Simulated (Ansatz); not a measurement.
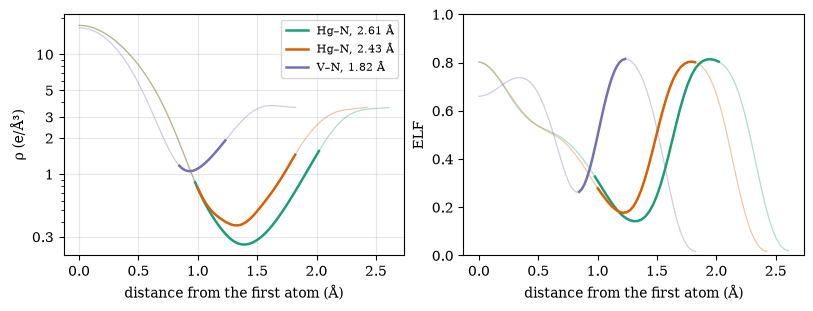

The picture shows: VHg2N2. Valence charge density (pseudo) and electron localisation function along straight lines between neighbouring atoms. Thin, pale parts lie inside the atomic spheres.

Space group P1; a generated structure, not necessarily the stable one; changed on purpose from its base cell (volume × 1.03, shape and atoms relaxed); computed without spin polarisation.

The calculation used DFT PBE, scalar-relativistic, plane waves, PAW (Ansatz).

The density is the valence pseudo-density of a PAW calculation; it isn't the true density close to the nuclei.

Input

```
crystal:
  lattice:
    - [3.1315735393, 0.0004101115, 0.0091484819]
    - [0.0002917896, 3.0865566829, -0.2376077054]
    - [-0.0199274014, -0.7874108055, 9.5298692167]
  atoms:
    - { symbol: V, position: [0.101446893, 0.996904426, 0.3194617361] }
    - { symbol: Hg, position: [0.6002327531, 0.1766637567, 0.6768791759] }
    - { symbol: Hg, position: [0.5952600526, 0.3350353379, 0.9907721444] }
    - { symbol: "N", position: [0.1017334138, 0.4446327763, 0.21260662] }
    - { symbol: "N", position: [0.6013268876, 1.0467637034, 0.4214909532] }
basis:
  ecutwfc: 420
kpoints:
  mp_grid: { grid: [10, 10, 4] }
hamiltonian:
  xc: pbe
scf:
  occupations: { method: gaussian, width: 0.1 }
output:
  forces: true
  stress: true
  eigenvalues: true
  write_density: true
  write_potential: true
  elf: true
  volumetric_format: npy
relax:
  adjacent_minimum: "off"
  f_tol: 0.01
  max_steps: 30
  cell: { stress_tol: 0.1, fix: [volume] }
```

Command:

```sh
ansatz run input.yaml --threads 1 --pin off --max-ram 2560MiB --backend cpu --events-out ev --progress --plain --runs-dir out
```

Below, planes, directions and counts refer to the standardised cell (a = 18.96 Å, b = 3.09 Å, c = 3.12 Å, α = 90.00°, β = 90.08°, γ = 90.09°).

The fields are those of the relaxed geometry.

### What can be read from the curves?

Hg–N (2.61 Å): ρ is about 0.28 e/Å³ halfway; the ELF is about 0.15 at the midpoint; no shared electron pair shows on this line.
Hg–N (2.43 Å): ρ is about 0.41 e/Å³ halfway; the ELF peaks at about 0.80 in the valence shell of N, 0.6 Å from its nucleus, and drops to about 0.20 between the two atoms.
V–N (1.82 Å): the density is about 1.1 e/Å³ at the midpoint; the ELF peaks at about 0.80 in the valence shell of N, 0.6 Å from its nucleus, and is about 0.35 at the midpoint.
